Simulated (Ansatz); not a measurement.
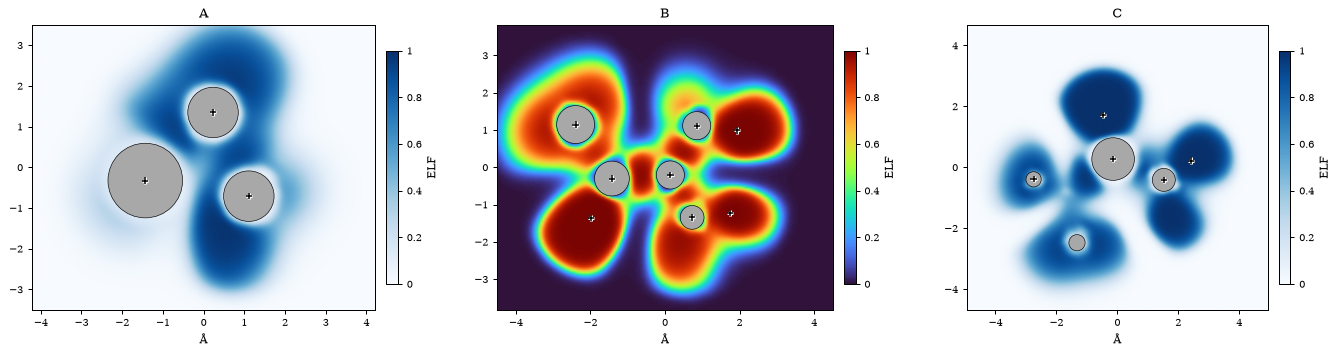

The ELF of 3 systems, each on a plane through atoms (crosses mark nuclei in the plane; grey discs cover the cores).

These are results of Ansatz 0.2.0, RKS PBE0-D4/def2-TZVPP, not measurements.

System 1: C2H4ClFOSi (SMILES FC(Cl)[SiH]1CO1), the plane of atoms C5, Si4 and H8. Geometry: PBE0-D4/def2-TZVP.

```xyz
10

F     1.1218   -2.3096    0.3822
C     1.1188   -1.0733   -0.2145
Cl    2.3102   -0.0269    0.5711
Si   -0.6193   -0.3096   -0.1082
C    -0.8634    1.4652    0.0632
O    -0.9925    0.5732    1.2364
H     1.4588   -1.2058   -1.2452
H    -1.6293   -1.2578   -0.6229
H    -1.8012    1.9457   -0.2064
H    -0.0210    2.1477    0.1474
```

System 2: GaH5P2, the plane of atoms P2, P1 and Ga3. Geometry: PBE0-D4/def2-TZVP.

```xyz
8

P    -0.7295    0.2718   -0.9295
P     0.4867    1.2856    0.6494
Ga    0.9617   -1.0217    0.5148
H    -2.0263    0.7721   -0.6902
H    -0.4004    1.0412   -2.0659
H    -0.5433    1.0674    1.6059
H     2.0648   -1.4050   -0.5253
H     0.1865   -2.0114    1.4409
```

System 3: C2H5BClN (SMILES CC(=N)BCl), the plane of atoms C2, C1 and H8. Geometry: PBE0-D4/def2-TZVP.

```xyz
10

C    -0.9981   -0.6174    0.1209
C     0.3851   -0.0475    0.2137
N     1.2880   -0.4548    1.0218
B     0.8496    1.1379   -0.7065
Cl   -0.2476    1.8360   -1.8694
H    -1.7459    0.1577    0.3108
H    -1.1935   -0.9884   -0.8892
H    -1.1421   -1.4326    0.8332
H     0.9399   -1.2261    1.6012
H     1.9478    1.5841   -0.6337
```

### Which map belongs to which system?

Panel A is system 2, GaH5P2: the plane holds P and Ga. P–P (2.24 Å): the ELF peaks at about 0.90 between the atoms, as expected for localised, covalent bonding. Panel B is system 3, C2H5BClN: the plane holds C, N, B, Cl and H. C–N (1.28 Å): the ELF peaks at about 0.90 between the atoms; localised, covalent bonding. Panel C is system 1, C2H4ClFOSi: the plane holds F, Si, C and H.
